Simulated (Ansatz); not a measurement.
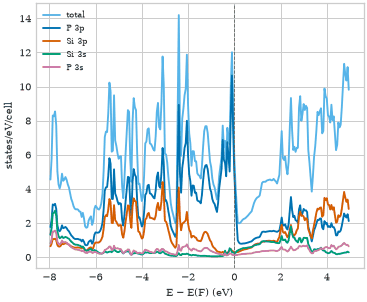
Total and projected density of states of Si3P4 in space group Fd-3m (No. 227; Si on 16c, Si on 8b, P on 32e), plane-wave PAW PBE (Ansatz code)

### Question
Which orbitals carry the states next to the Fermi level?

### Answer
Within 0.5 eV of the Fermi level: P 3p 77 %, Si 3s 7 %, Si 3p 7 %, outside the projected shells 6 %. Projections are on Löwdin-orthogonalised atomic valence shells; empty p or d shells of many metals are not among them.

### Question
Where is the tallest occupied peak in this window, and what makes it?

### Answer
Near -2.4 eV, about 14 states/eV per cell; the largest projected share is P 3p.

The start of the workflow was typed in or built on a structure type; neither database checked (COD, Materials Project) lists it. Its standing as an ambient phase is unchecked. Symmetry was held in the PBE relaxation; its stability against distortions is not shown here.

Potentials: the earlier of the program's two PAW sets.
